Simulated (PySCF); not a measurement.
# C$_{4}$H$_{7}$P (SMILES C1=CCPC1): what the fields show

The calculation's input:

```
{"job": {"kind": "nmr", "xc": "PBE0", "basis": "pcSseg-1"}, "charge": 0, "multiplicity": 1}
C      0.543067    -0.996313     0.324312
C     -0.762813    -0.887090     0.158857
C     -1.253492     0.398360    -0.435004
P      0.172382     1.599932    -0.305860
C      1.369374     0.180426    -0.097559
H      1.035472    -1.875681     0.708534
H     -1.472776    -1.664931     0.392526
H     -1.516590     0.253803    -1.489497
H     -2.138135     0.793348     0.069000
H      0.010649     1.786359     1.077970
H      2.148372     0.435978     0.623668
H      1.865689    -0.024876    -1.052974
```

Run with:

```sh
OMP_NUM_THREADS=1 python probes_run.py task.json out
```

Geometry: GFN2-xTB.

These are results of PBE0/pcSseg-1, SCF density, gas phase, non-relativistic (PySCF), not measurements.

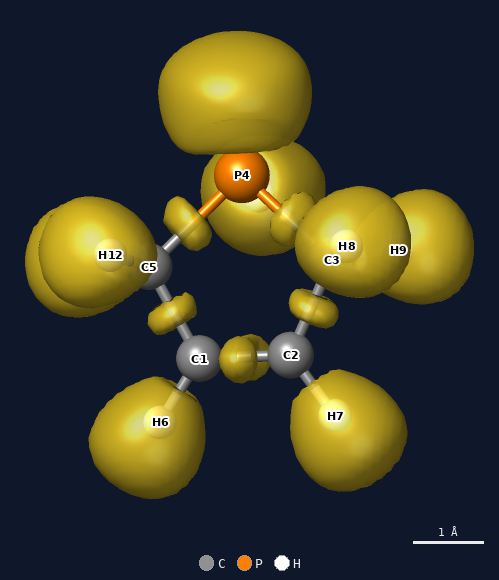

Figure 1. Isosurface of the electron localisation function at 0.85 (yellow), seen at a tilt. Core shells and regions of very low density are left out.

Q: Where are the electrons localised?

A: At this value the surface marks out three regions between bonded C–C atoms (shared pairs), two regions between bonded C–P atoms (shared pairs), seven regions around hydrogen nuclei and one lobe on P, pointing away from the bonds (lone pairs). Profiles from the grid: C–C (1.32 Å): the ELF peaks at about 0.95 between the atoms; a multiple bond. C–P (1.87 Å): the ELF peaks at about 0.95 between the atoms (a covalent bond).

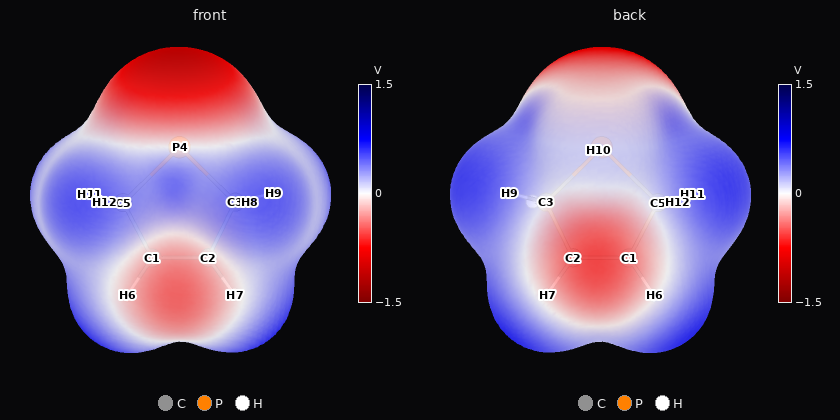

Figure 2. The electrostatic potential painted on the density surface at 0.001 e/bohr³, seen from the front and from behind; the colour scale runs from red (negative) to blue (positive).

Q: Describe the electrostatic potential map.

A: The most negative region (about −1.1 V) lies over P4, the most positive (about +0.6 V) over H6, H7, H9 and H11.

Q: What dipole moment does the calculation give?

A: Its dipole moment is 1.21 D.
